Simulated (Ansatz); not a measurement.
```json
{"atom": "Zr", "x (Å)": "-0.0908", "y (Å)": "-0.1984", "z (Å)": "0.0664"}
{"atom": "N", "x (Å)": "-0.0461", "y (Å)": "-0.0622", "z (Å)": "2.0973"}
{"atom": "H", "x (Å)": "-0.7751", "y (Å)": "0.3522", "z (Å)": "2.6896"}
{"atom": "H", "x (Å)": "0.7037", "y (Å)": "-0.4083", "z (Å)": "2.7073"}
{"atom": "O", "x (Å)": "1.7446", "y (Å)": "-0.2518", "z (Å)": "-0.5286"}
{"atom": "H", "x (Å)": "2.5587", "y (Å)": "-0.2163", "z (Å)": "-1.0488"}
{"atom": "O", "x (Å)": "-1.1868", "y (Å)": "1.2591", "z (Å)": "-0.5645"}
{"atom": "H", "x (Å)": "-1.6342", "y (Å)": "1.9316", "z (Å)": "-1.0955"}
{"atom": "Cl", "x (Å)": "-1.1482", "y (Å)": "-2.2667", "z (Å)": "-0.5687"}
```

Core potentials replace the inner electrons of Zr.

All numbers below come from RKS revPBE-D4/def2-SVP in Ansatz 0.2.0.

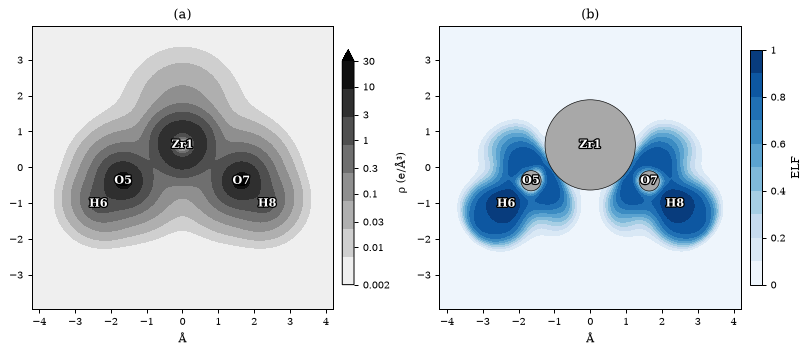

ClH4NO2Zr. (a) electron density; (b) electron localisation function on the plane of atoms O5, Zr1 and O7. Grey discs cover the atomic cores in the ELF map.

Interpret the plot.

Answer. The section cuts through Zr, O and H sites. Zr–O (1.93 Å): the density is about 0.87 e/Å³ at the midpoint; the ELF peaks at about 0.80 in the valence shell of O, 0.5 Å from its nucleus, and drops to about 0.20 between the two atoms. O–H (0.97 Å): ρ is about 3.6 e/Å³ halfway; the ELF climbs to about 1 towards the hydrogen, as it does in any bond to H; an ordinary covalent bond to hydrogen.
